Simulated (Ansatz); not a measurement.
**SiH₂− (doublet): wave-function methods side by side at a displaced geometry (v2), aug-cc-pVDZ**

How much of the correlation energy of SiH₂− (doublet) does each wave-function method recover here?

Program: Ansatz 0.2.0, Gaussian basis. Level of theory: aug-cc-pVDZ, core rule «outside noble gas», up to 5 orbitals frozen. These are calculated values, not measurements.

The runs, in order: UHF; CCSD(T) on ROHF; CCSD(T) on UHF; BCCD(T) on ROHF; CISD; CCSDT(Q) on ROHF; CCSDT(Q) on UHF; CASSCF and MRCISD+Q, 7 electrons in 6 orbitals; CASSCF and NEVPT2, 7 electrons in 6 orbitals.

17 further runs of the same task are left out: 6 that didn't finish, 11 set aside as unsound or not needed.

## 1. The system

The geometry is a PBE0/def2-TZVPD stationary point (not a proven minimum) with its atoms shifted at random (size 0.100 Å).

3 atoms, charge -1, spin multiplicity 2.

Atoms are counted from 1 here; the program's logs count them from 0.

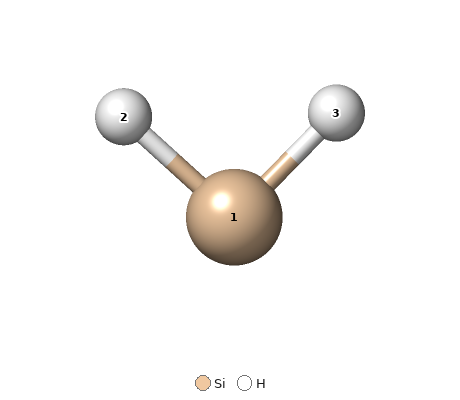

The geometry (silicon light orange, hydrogen white); atoms are numbered from 1 in the order of the file.

In the tables R marks a restricted open-shell determinant and U an unrestricted one; 'valence' is the active space of 7 electrons in 6 orbitals; energies count from the table's Hartree-Fock row.

## 2. UHF

Input file in.yaml:

```yaml
crystal:
  periodic: [false, false, false]
  atoms:
    - {symbol: Si, position_ang: [0.008476, -0.071735, -0.000503]}
    - {symbol: H, position_ang: [-0.156398, 1.015638, 1.126891]}
    - {symbol: H, position_ang: [-0.079778, 0.983215, -1.112889]}
basis:
  gaussian: {orbitals: aug-cc-pVDZ}
total_charge: -1
magnetization: {spin_polarized: true, initial_magnetization: 1}
hamiltonian: {xc: hf}
output: {orbitals: {seedname: orbitals}}
```

On the command line:

```console
> ansatz run in.yaml --threads 1 --pin off --events-out ev --progress --plain --max-ram 2393MiB
```

Standard output:

```text
Functional definition: HF
  name "HF"
  cite "Fock, Z. Phys. 61, 126 (1930) doi:10.1007/BF01340294"
  parent pbe
  exchange = exact_x
  correlation = 0
446 factors; integrals over basis functions are off by at most 9.2e-4 eV
mean field evaluation 1: about -7891.6229 eV, gradient 7.0e0 eV
mean field evaluation 2: about -7891.6231 eV, gradient 7.0e0 eV
mean field evaluation 4: about -7892.3897 eV, gradient 9.8e-1 eV
mean field evaluation 8: about -7892.4200 eV, gradient 9.0e-4 eV
mean field evaluation 16: about -7883.3305 eV, gradient 6.2e0 eV
mean field -7892.41999668 eV, -290.0410852034 hartree, gradient 2.5e-5 eV, S^2 0.771911; 0 other end points of the search recorded, 0 dependent functions left out
reference -7892.41999668 eV, -290.0410852034 hartree; 9, 8 occupied and 36, 37 virtual orbitals, 446 factors
Total energy: -7892.41999668 eV, -290.0410852034 hartree
```

It took 0.3 s on 1 thread of Arm Neoverse V2, shared host.

From the report: ⟨S²⟩ of the determinant 0.772 (pure doublet: 0.75).

## 3. CCSD(T) on ROHF

Changes to in.yaml since step 2:

```diff
@@ -9,4 +9,3 @@
 total_charge: -1
-magnetization: {spin_polarized: true, initial_magnetization: 1}
-hamiltonian: {xc: hf}
-output: {orbitals: {seedname: orbitals}}
+magnetization: {spin_polarized: false, initial_magnetization: 1}
+correlation: {method: ccsd_t, electrons: outside_noble_gas}
```

Same command.

Standard output (excerpt; [...] marks lines left out):

```text
Functional definition: HF
  name "HF"
  cite "Fock, Z. Phys. 61, 126 (1930) doi:10.1007/BF01340294"
  parent pbe
[...]
446 factors; integrals over basis functions are off by at most 9.2e-4 eV
[...]
mean field -7892.31701695 eV, -290.0373007684 hartree, gradient 1.3e-6 eV, S^2 0.750000; 5 other end points of the search recorded, 0 dependent functions left out
[...]
determinant -7892.31701695 eV, -290.0373007684 hartree, with singles and doubles -7896.06226717 eV, -290.1749361752 hartree
determinant -7890.63974199 eV, -289.9756620505 hartree, with singles and doubles -7894.18137717 eV, -290.1058147426 hartree
determinant -7890.13420594 eV, -289.9570839433 hartree, with singles and doubles -7893.61823746 eV, -290.0851197399 hartree
determinant -7890.09573533 eV, -289.9556701745 hartree, with singles and doubles -7893.97738178 eV, -290.0983180503 hartree
5 core orbitals not correlated: weight in the atoms' cores, before any rotation towards them, 1.000 or more for the frozen orbitals, at most 0.000 for the correlated occupied ones
reference -7892.31701695 eV, -290.0373007684 hartree; 4, 3 occupied and 36, 37 virtual orbitals, 446 factors
second order -2.96984270 eV of doubles, -0.05197238 eV of singles
cycle   1  -3.74518336 eV  change    6.7e-5 eV  update   2.8e-4
[...]
cycle   6  -3.74516580 eV  change   -3.8e-6 eV  update   3.9e-6
perturbative correction -0.11746608 eV, -0.0043167989 hartree
Total energy: -7896.17964884 eV, -290.1792498720 hartree
```

Wall time 1.5 s (1 thread of Arm Neoverse V2, shared host).

From the report: correlation -3.8626 eV; T1 0.021; largest double amplitude 0.07.

## 4. CCSD(T) on UHF

Changes to in.yaml since step 3:

```diff
@@ -9,3 +9,3 @@
 total_charge: -1
-magnetization: {spin_polarized: false, initial_magnetization: 1}
+magnetization: {spin_polarized: true, initial_magnetization: 1}
 correlation: {method: ccsd_t, electrons: outside_noble_gas}
```

Same command.

Standard output (excerpt; [...] marks lines left out):

```text
Functional definition: HF
  name "HF"
  cite "Fock, Z. Phys. 61, 126 (1930) doi:10.1007/BF01340294"
  parent pbe
[...]
446 factors; integrals over basis functions are off by at most 9.2e-4 eV
[...]
mean field -7892.41999668 eV, -290.0410852034 hartree, gradient 2.3e-6 eV, S^2 0.771911; 10 other end points of the search recorded, 0 dependent functions left out
determinant -7892.41999668 eV, -290.0410852034 hartree, with singles and doubles -7896.06569515 eV, -290.1750621511 hartree
determinant -7890.64486841 eV, -289.9758504430 hartree, with singles and doubles -7894.18151916 eV, -290.1058199608 hartree
determinant -7890.31054893 eV, -289.9635644285 hartree, with singles and doubles -7893.98499810 eV, -290.0985979450 hartree
determinant -7890.14097414 eV, -289.9573326701 hartree, with singles and doubles -7893.61885975 eV, -290.0851426088 hartree
[...]
determinant -7889.51681695 eV, -289.9343953163 hartree, with singles and doubles -7892.44966875 eV, -290.0421756321 hartree
determinant -7889.39914264 eV, -289.9300708653 hartree, with singles and doubles -7892.88520206 eV, -290.0581811861 hartree
determinant -7889.31342825 eV, -289.9269209195 hartree, with singles and doubles -7892.61393556 eV, -290.0482123260 hartree
5 core orbitals not correlated: weight in the atoms' cores, before any rotation towards them, 1.000 or more for the frozen orbitals, at most 0.000 for the correlated occupied ones
reference -7892.41999668 eV, -290.0410852034 hartree; 4, 3 occupied and 36, 37 virtual orbitals, 446 factors
second order -2.89816538 eV of doubles, -0.00000000 eV of singles
cycle   1  -3.64569987 eV  change   -1.4e-6 eV  update   4.3e-4
[...]
cycle   7  -3.64569665 eV  change    2.0e-6 eV  update   2.0e-6
perturbative correction -0.11374165 eV, -0.0041799284 hartree
Total energy: -7896.17943497 eV, -290.1792420127 hartree
```

Wall time 2.5 s (1 thread of Arm Neoverse V2, shared host).

From the report: ⟨S²⟩ of the determinant 0.772 (pure doublet: 0.75); correlation -3.7594 eV; T1 0.019; largest double amplitude 0.07.

## 5. BCCD(T) on ROHF

Changes to in.yaml since step 4:

```diff
@@ -9,3 +9,3 @@
 total_charge: -1
-magnetization: {spin_polarized: true, initial_magnetization: 1}
-correlation: {method: ccsd_t, electrons: outside_noble_gas}
+magnetization: {spin_polarized: false, initial_magnetization: 1}
+correlation: {method: bccd_t, electrons: outside_noble_gas}
```

Same command.

Standard output (excerpt; [...] marks lines left out):

```text
Functional definition: HF
  name "HF"
  cite "Fock, Z. Phys. 61, 126 (1930) doi:10.1007/BF01340294"
  parent pbe
[...]
446 factors; integrals over basis functions are off by at most 9.2e-4 eV
[...]
mean field -7892.31701695 eV, -290.0373007684 hartree, gradient 1.3e-6 eV, S^2 0.750000; 5 other end points of the search recorded, 0 dependent functions left out
[...]
determinant -7892.31701695 eV, -290.0373007684 hartree, with singles and doubles -7896.06226717 eV, -290.1749361752 hartree
determinant -7890.63974199 eV, -289.9756620505 hartree, with singles and doubles -7894.18137717 eV, -290.1058147426 hartree
determinant -7890.13420594 eV, -289.9570839433 hartree, with singles and doubles -7893.61823746 eV, -290.0851197399 hartree
determinant -7890.09573533 eV, -289.9556701745 hartree, with singles and doubles -7893.97738178 eV, -290.0983180503 hartree
5 core orbitals not correlated: weight in the atoms' cores, before any rotation towards them, 1.000 or more for the frozen orbitals, at most 0.000 for the correlated occupied ones
reference -7892.31701695 eV, -290.0373007684 hartree; 4, 3 occupied and 36, 37 virtual orbitals, 446 factors
second order -2.96984270 eV of doubles, -0.05197238 eV of singles
cycle   1  -3.74493291 eV  change    3.2e-4 eV  update   2.5e-3
[...]
cycle   7  -3.74347992 eV  change   -1.1e-6 eV  update   8.0e-6
perturbative correction -0.11922113 eV, -0.0043812956 hartree
Total energy: -7896.17971800 eV, -290.1792524137 hartree
```

It took 1.7 s on 1 thread of Arm Neoverse V2, shared host.

From the report: correlation -3.8627 eV; largest double amplitude 0.07.

## 6. CISD

Changes to in.yaml since step 5:

```diff
@@ -10,2 +10,2 @@
 magnetization: {spin_polarized: false, initial_magnetization: 1}
-correlation: {method: bccd_t, electrons: outside_noble_gas}
+correlation: {active_space: {ras: {orbitals: [3, 1, 36], electrons: 7, max_holes: 2, max_particles: 2}, fixed_orbitals: true}}
```

The command is unchanged.

Standard output:

```text
Functional definition: HF
  name "HF"
  cite "Fock, Z. Phys. 61, 126 (1930) doi:10.1007/BF01340294"
  parent pbe
  exchange = exact_x
  correlation = 0
446 factors; integrals over basis functions are off by at most 9.2e-4 eV
mean field evaluation 1: about -7891.5023 eV, gradient 9.9e0 eV
mean field evaluation 2: about -7891.5025 eV, gradient 9.9e0 eV
mean field evaluation 4: about -7892.2995 eV, gradient 1.1e0 eV
mean field evaluation 8: about -7892.3170 eV, gradient 1.5e-3 eV
mean field evaluation 16: about -7892.0443 eV, gradient 2.0e0 eV
mean field -7892.31701695 eV, -290.0373007684 hartree, gradient 1.3e-6 eV, S^2 0.750000; 2 other end points of the search recorded, 0 dependent functions left out
reference -7892.31701695 eV, -290.0373007684 hartree; 9, 8 occupied and 36, 37 virtual orbitals, 446 factors
state -7895.86918176 eV, -290.1678404172 hartree
Total energy: -7895.86918176 eV, -290.1678404172 hartree
```

Wall time 0.94 s (1 thread of Arm Neoverse V2, shared host).

From the report: 17,567 determinants.

## 7. CCSDT(Q) on ROHF

Changes to in.yaml since step 6:

```diff
@@ -10,2 +10,2 @@
 magnetization: {spin_polarized: false, initial_magnetization: 1}
-correlation: {active_space: {ras: {orbitals: [3, 1, 36], electrons: 7, max_holes: 2, max_particles: 2}, fixed_orbitals: true}}
+correlation: {method: ccsdt_q, electrons: outside_noble_gas}
```

The command is unchanged.

Standard output (excerpt; [...] marks lines left out):

```text
Functional definition: HF
  name "HF"
  cite "Fock, Z. Phys. 61, 126 (1930) doi:10.1007/BF01340294"
  parent pbe
[...]
775 factors; integrals over basis functions are off by at most 2.4e-7 eV
[...]
mean field -7892.31702643 eV, -290.0373011168 hartree, gradient 1.3e-6 eV, S^2 0.750000; 5 other end points of the search recorded, 0 dependent functions left out
[...]
determinant -7892.31702643 eV, -290.0373011168 hartree, with singles and doubles -7896.06227110 eV, -290.1749363197 hartree
determinant -7890.63975155 eV, -289.9756624018 hartree, with singles and doubles -7894.18137927 eV, -290.1058148197 hartree
determinant -7890.13421516 eV, -289.9570842821 hartree, with singles and doubles -7893.61825364 eV, -290.0851203348 hartree
determinant -7890.09574419 eV, -289.9556705000 hartree, with singles and doubles -7893.97738242 eV, -290.0983180738 hartree
5 core orbitals not correlated: weight in the atoms' cores, before any rotation towards them, 1.000 or more for the frozen orbitals, at most 0.000 for the correlated occupied ones
reference -7892.31702643 eV, -290.0373011168 hartree; 4, 3 occupied and 36, 37 virtual orbitals, 775 factors
second order -2.96984997 eV of doubles, -0.05197242 eV of singles
cycle   1  -3.55431428 eV  change   -5.3e-1 eV  update   7.0e-2
[...]
cycle  17  -3.88825143 eV  change    2.7e-7 eV  update   4.8e-7
perturbative correction -0.00502543 eV, -0.0001846812 hartree
Total energy: -7896.21030329 eV, -290.1803764023 hartree
```

It took 12 s on 1 thread of Arm Neoverse V2, shared host.

From the report: correlation -3.8933 eV; T1 0.021; largest double amplitude 0.07.

## 8. CCSDT(Q) on UHF

Changes to in.yaml since step 7:

```diff
@@ -9,3 +9,3 @@
 total_charge: -1
-magnetization: {spin_polarized: false, initial_magnetization: 1}
+magnetization: {spin_polarized: true, initial_magnetization: 1}
 correlation: {method: ccsdt_q, electrons: outside_noble_gas}
```

The command is unchanged.

Standard output (excerpt; [...] marks lines left out):

```text
Functional definition: HF
  name "HF"
  cite "Fock, Z. Phys. 61, 126 (1930) doi:10.1007/BF01340294"
  parent pbe
[...]
775 factors; integrals over basis functions are off by at most 2.4e-7 eV
[...]
mean field -7892.42000634 eV, -290.0410855585 hartree, gradient 2.3e-6 eV, S^2 0.771911; 9 other end points of the search recorded, 0 dependent functions left out
determinant -7892.42000634 eV, -290.0410855585 hartree, with singles and doubles -7896.06569878 eV, -290.1750622847 hartree
determinant -7890.64487800 eV, -289.9758507952 hartree, with singles and doubles -7894.18152155 eV, -290.1058200486 hartree
determinant -7890.31055810 eV, -289.9635647658 hartree, with singles and doubles -7893.98499773 eV, -290.0985979315 hartree
determinant -7890.14098333 eV, -289.9573330078 hartree, with singles and doubles -7893.61886246 eV, -290.0851427085 hartree
determinant -7889.98305958 eV, -289.9515294169 hartree, with singles and doubles -7892.98083057 eV, -290.0616954688 hartree
determinant -7889.82612269 eV, -289.9457620925 hartree, with singles and doubles -7893.30966795 eV, -290.0737800196 hartree
determinant -7889.51682620 eV, -289.9343956562 hartree, with singles and doubles -7892.44967171 eV, -290.0421757409 hartree
determinant -7889.31343774 eV, -289.9269212683 hartree, with singles and doubles -7892.61393775 eV, -290.0482124065 hartree
5 core orbitals not correlated: weight in the atoms' cores, before any rotation towards them, 1.000 or more for the frozen orbitals, at most 0.000 for the correlated occupied ones
reference -7892.42000634 eV, -290.0410855585 hartree; 4, 3 occupied and 36, 37 virtual orbitals, 775 factors
second order -2.89817236 eV of doubles, -0.00000000 eV of singles
cycle   1  -3.43246613 eV  change   -5.3e-1 eV  update   7.2e-2
[...]
cycle  17  -3.78556787 eV  change    4.4e-7 eV  update   7.2e-7
perturbative correction -0.00499136 eV, -0.0001834290 hartree
Total energy: -7896.21056556 eV, -290.1803860407 hartree
```

Run time: 12 s. Hardware: 1 thread of Arm Neoverse V2, shared host.

From the report: ⟨S²⟩ of the determinant 0.772 (pure doublet: 0.75); correlation -3.7906 eV; T1 0.020; largest double amplitude 0.07.

## 9. CASSCF and MRCISD+Q, 7 electrons in 6 orbitals

Changes to in.yaml since step 8:

```diff
@@ -9,3 +9,3 @@
 total_charge: -1
-magnetization: {spin_polarized: true, initial_magnetization: 1}
-correlation: {method: ccsdt_q, electrons: outside_noble_gas}
+magnetization: {spin_polarized: false, initial_magnetization: 1}
+correlation: {method: fic_mrcisd_q, electrons: outside_noble_gas, active_space: {window: {electrons: 7, orbitals: 6}, shells: [{species: H, l: s, shell: 1}, {species: Si, l: s, shell: 3}, {species: Si, l: p, shell: 3}]}}
```

The command is unchanged.

Standard output (excerpt; [...] marks lines left out):

```text
Functional definition: HF
  name "HF"
  cite "Fock, Z. Phys. 61, 126 (1930) doi:10.1007/BF01340294"
  parent pbe
[...]
775 factors; integrals over basis functions are off by at most 2.4e-7 eV
[...]
mean field -7892.31702643 eV, -290.0373011168 hartree, gradient 1.3e-6 eV, S^2 0.750000; 2 other end points of the search recorded, 0 dependent functions left out
reference -7892.31702643 eV, -290.0373011168 hartree; 9, 8 occupied and 36, 37 virtual orbitals, 775 factors
state -7893.15088235 eV, -290.0679447567 hartree
contracted CI cycle   1: correlation 0.00000000 eV, 0.0000000000 hartree, residual 1.14e1 eV
contracted CI cycle   2: correlation -2.67673381 eV, -0.0983681532 hartree, residual 2.63e0 eV
contracted CI cycle   3: correlation -2.81597525 eV, -0.1034851816 hartree, residual 6.59e-1 eV
contracted CI cycle   4: correlation -2.82561104 eV, -0.1038392905 hartree, residual 1.97e-1 eV
contracted CI cycle   5: correlation -2.82648273 eV, -0.1038713244 hartree, residual 5.90e-2 eV
contracted CI cycle   6: correlation -2.82656785 eV, -0.1038744526 hartree, residual 1.91e-2 eV
contracted CI cycle   7: correlation -2.82657692 eV, -0.1038747860 hartree, residual 6.31e-3 eV
contracted CI cycle   8: correlation -2.82657794 eV, -0.1038748234 hartree, residual 2.11e-3 eV
contracted CI cycle   9: correlation -2.82657805 eV, -0.1038748273 hartree, residual 6.84e-4 eV
state -7893.15088235 eV, -290.0679447567 hartree; corrected -7896.19855334 eV, -290.1799445996 hartree
Total energy: -7896.19855334 eV, -290.1799445996 hartree
Checks for a lower state left out: starts, orbital_swaps
```

It took 1.1 s on 1 thread of Arm Neoverse V2, shared host.

From the report: 150 determinants; active occupations 2.00, 1.98, 1.97, 1.00, 0.03, 0.03.

## 10. CASSCF and NEVPT2, 7 electrons in 6 orbitals

Input file in.yaml:

```yaml
crystal:
  periodic: [false, false, false]
  atoms:
    - {symbol: Si, position_ang: [0.008476, -0.071735, -0.000503]}
    - {symbol: H, position_ang: [-0.156398, 1.015638, 1.126891]}
    - {symbol: H, position_ang: [-0.079778, 0.983215, -1.112889]}
basis:
  gaussian: {orbitals: aug-cc-pVDZ}
total_charge: -1
magnetization: {spin_polarized: false, initial_magnetization: 1}
correlation: {method: sc_nevpt2, electrons: outside_noble_gas, active_space: {window: {electrons: 7, orbitals: 6}, shells: [{species: H, l: s, shell: 1}, {species: Si, l: s, shell: 3}, {species: Si, l: p, shell: 3}]}}
```

Same command.

Standard output:

```text
Functional definition: HF
  name "HF"
  cite "Fock, Z. Phys. 61, 126 (1930) doi:10.1007/BF01340294"
  parent pbe
  exchange = exact_x
  correlation = 0
775 factors; integrals over basis functions are off by at most 2.4e-7 eV
mean field evaluation 1: about -7891.5024 eV, gradient 9.9e0 eV
mean field evaluation 2: about -7891.5025 eV, gradient 9.9e0 eV
mean field evaluation 4: about -7892.2995 eV, gradient 1.1e0 eV
mean field evaluation 8: about -7892.3170 eV, gradient 1.5e-3 eV
mean field evaluation 16: about -7892.0469 eV, gradient 2.0e0 eV
mean field -7892.31702643 eV, -290.0373011168 hartree, gradient 1.3e-6 eV, S^2 0.750000; 2 other end points of the search recorded, 0 dependent functions left out
reference -7892.31702643 eV, -290.0373011168 hartree; 9, 8 occupied and 36, 37 virtual orbitals, 775 factors
state -7893.15088235 eV, -290.0679447567 hartree
state -7893.15088235 eV, -290.0679447567 hartree; corrected -7895.26038264 eV, -290.1454674622 hartree
Total energy: -7895.26038264 eV, -290.1454674622 hartree
Checks for a lower state left out: starts, orbital_swaps
```

Wall time 0.72 s (1 thread of Arm Neoverse V2, shared host).

From the report: 150 determinants; active occupations 2.00, 1.98, 1.97, 1.00, 0.03, 0.03.

## 11. Natural occupations

Natural occupations of the CASSCF valence state about the gap (report; correlated orbitals 1 to 6): 1.996, 1.979, 1.971, 1.000, 0.029, 0.026. The count of effectively unpaired electrons, Σ n²(2 − n)², is 1.01; a single determinant of this spin has 1.

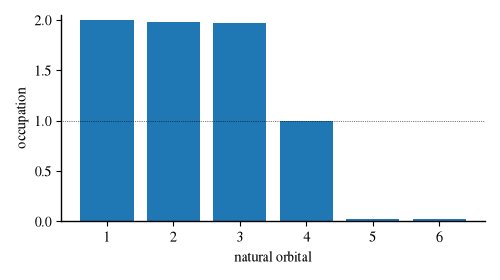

Natural occupations of the CASSCF valence state.

## 12. Misses and costs

The yardstick is UCCSDT(Q), where the cluster series has nearly closed. Rows without a time come out of other runs: HF, MP2 and CCSD of CCSD(T), CCSDT of CCSDT(Q), CASSCF and MRCISD of the multireference runs.

Differences are taken before rounding.

```csv
method,energy from the lowest RHF (kJ/mol),from UCCSDT(Q) (kJ/mol),time
RHF,0.0,+375.7,
UHF,-9.9,+365.7,
RMP2,-291.6,+84.1,
UMP2,-289.6,+86.1,
CISD,-342.7,+32.9,0.94 s
RCCSD,-361.4,+14.3,
UCCSD,-361.7,+14.0,
RCCSD(T),-372.7,+3.0,1.5 s
UCCSD(T),-372.7,+3.0,2.5 s
BCCD(T),-372.7,+3.0,1.7 s
RCCSDT,-375.2,+0.5,
UCCSDT,-375.2,+0.5,
RCCSDT(Q),-375.6,0.0,12 s
UCCSDT(Q),-375.7,0,12 s
CASSCF valence,-80.5,+295.2,
NEVPT2 valence,-284.0,+91.7,0.72 s
MRCISD valence,-353.2,+22.5,
MRCISD+Q valence,-374.5,+1.2,1.1 s
```

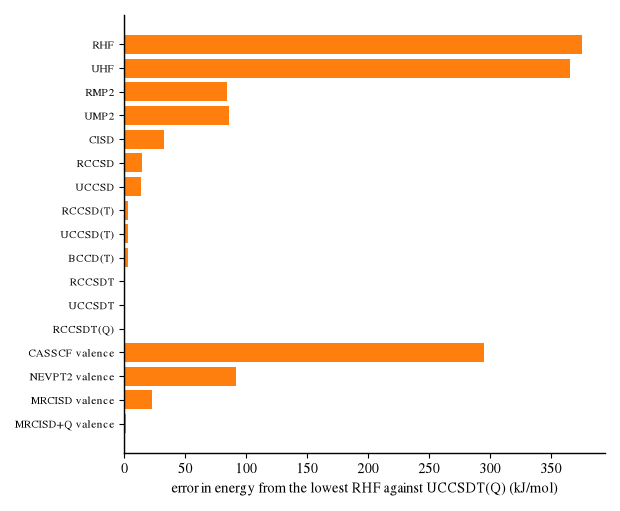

Deviations from UCCSDT(Q), method by method.

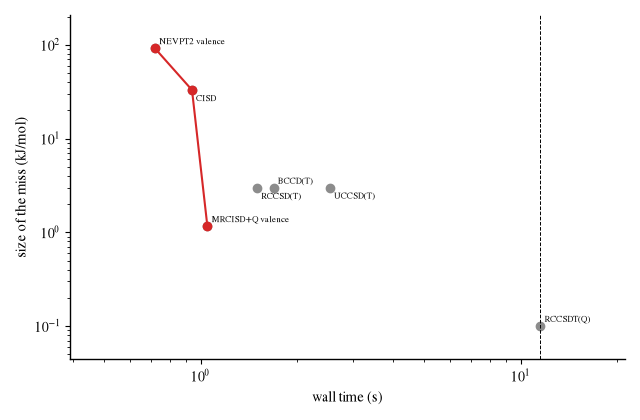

Miss against cost. Red marks the levels that no quicker level drawn beats (of those quicker than the yardstick), and the dashed line is the time of UCCSDT(Q). Misses under 0.1 kJ/mol are drawn at that value. Times are from a shared host.

## 13. Results

| quantity | value |
| --- | --- |
| UCCSDT(Q) below the RHF energy | -3.8935 eV |
| RMP2 from UCCSDT(Q) | +84.1 kJ/mol |
| UMP2 from UCCSDT(Q) | +86.1 kJ/mol |
| RCCSD from UCCSDT(Q) | +14.3 kJ/mol |
| RCCSD(T) from UCCSDT(Q) | +3.0 kJ/mol |
| UCCSD(T) from UCCSDT(Q) | +3.0 kJ/mol |
| RCCSDT(Q) from UCCSDT(Q) | 0.0 kJ/mol |
| NEVPT2 valence from UCCSDT(Q) | +91.7 kJ/mol |
| MRCISD+Q valence from UCCSDT(Q) | +1.2 kJ/mol |
| levels within 1 kcal/mol (43 meV) | RCCSD(T), UCCSD(T), BCCD(T), RCCSDT, UCCSDT, RCCSDT(Q), MRCISD+Q valence |
| T1 diagnostic | 0.021 |
| effectively unpaired electrons | 1.01 |

In words: RCCSD(T) misses by +3.0 kJ/mol, 0.8 % of the correlation energy. One determinant dominates. Of the multireference levels listed MRCISD+Q valence comes nearest in total energy (+1.2 kJ/mol), which doesn't show that its space is the better one. These misses are within one basis, not against nature; the frozen cores of restricted and unrestricted runs differ, which can shift their rows.

For cost: MRCISD+Q valence gets within 1.2 kJ/mol in 1.1 s, where UCCSDT(Q) took 12 s; the quickest level in the cost chart, NEVPT2 valence, takes 0.72 s and misses by 91.7 kJ/mol.
